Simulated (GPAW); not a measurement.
Consider LiRh (P-6m2).

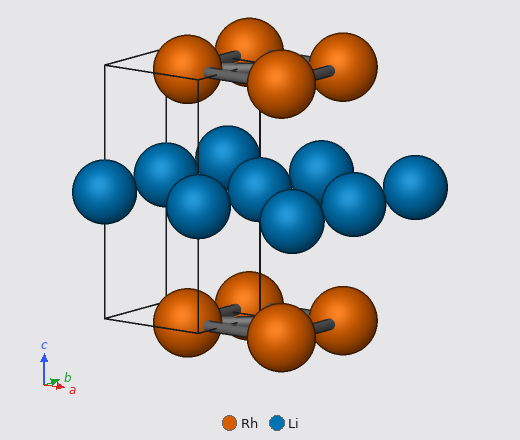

The structure (rhodium orange, lithium blue). 2×2×1 cells are drawn. Some periodic images of atoms are drawn too.

```xyz
2
Lattice="2.6523 0.0000 0.0000 -1.3262 2.2970 0.0000 0.0000 0.0000 4.3266" Properties=species:S:1:pos:R:3 pbc="T T T"
Rh    1.3262    0.7657    0.0000
Li    0.0000    0.0000    2.1633
```

Absorber: atom 1, with 6 Li at 2.65 Å and 6 Rh at 2.65 Å (anticuboctahedral, as in hcp, site symmetry -6m2). Method: GPAW, LDA, excited-electron core hole (neutral cell), 24-atom cell with 6.8 Å between holes, 4×4×4 k points, dipole transitions, Gaussian full width 2.13 eV up to 4 eV, rising linearly to 3.5 eV at 25 eV.

What does the Rh L₃ edge look like?

Main maxima up to 30 eV above the zero (height): 1.2 eV (1.78), 8.6 eV (1.05) and 12.8 eV (1.19). At an L edge the dipole rule selects empty d (and weakly s) states on the absorber, and the strong line at the onset measures the empty part of its d band. 

The Rh L₃ spectrum (energy from the lowest empty level; intensity scaled to a mean of 1 over the first 20 eV; polarised curves are means over the symmetry-equivalent atoms):

```
E (eV)  isotropic  ε ⊥ c  ε ∥ c
  -2.0       0.04   0.05   0.02
  -0.5       0.73   0.93   0.32
   1.0       1.77   2.20   0.91
   2.5       1.42   1.59   1.08
   4.0       0.89   0.89   0.87
   5.5       0.63   0.59   0.72
   7.0       0.71   0.66   0.82
   8.5       1.05   0.94   1.25
  10.0       0.92   0.82   1.11
  11.5       1.01   0.98   1.09
  13.0       1.19   1.16   1.24
  14.5       1.00   0.99   1.02
  16.0       0.87   0.92   0.78
  17.5       0.81   0.93   0.59
  19.0       0.77   0.89   0.52
  20.5       0.72   0.77   0.63
  22.0       0.72   0.71   0.73
  23.5       0.74   0.73   0.74
  25.0       0.77   0.76   0.79
  26.5       0.81   0.79   0.86
  28.0       0.82   0.80   0.86
  29.5       0.84   0.83   0.85
  31.0       0.87   0.86   0.90
```

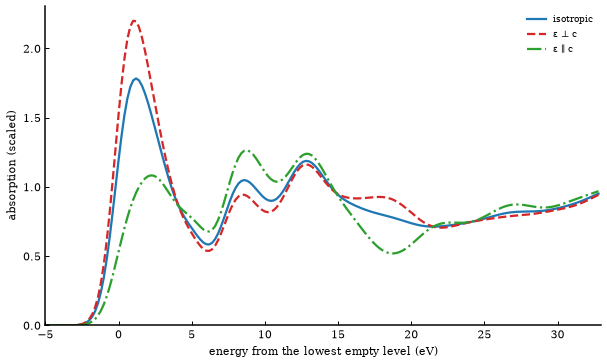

The Rh L₃ edge.

Only the L₃ part is meant: spin–orbit coupling of the core level isn't computed and the L₂ copy isn't added. The script folds with a Gaussian, whereas the core hole's own line is a Lorentzian, so the onset is too steep and the first peak too high. The structure is a computed Materials Project entry and may be a hypothetical form.

[Banner, clock and machine lines of the logs are left out without a mark of their own.]

[Logs are printed without paths, hosts, clocks, repeated set-up lines and the standing remarks that a program may print on its own settings, such as how far it seeks lower states.]

[Hosts, paths, dates, database ids (printed as entryN), source tags and the programs' standing remarks are cut or masked in the printed files.]

[Lists of maxima count a maximum above −3 eV only where it reaches 4 % of the highest in the window and stands out from its surroundings by 2 % of it (1.5 % where it reaches 55 %); shoulders and weaker maxima are passed over, and of the rest the first, up to two pre-edge ones and the few strongest are named.]
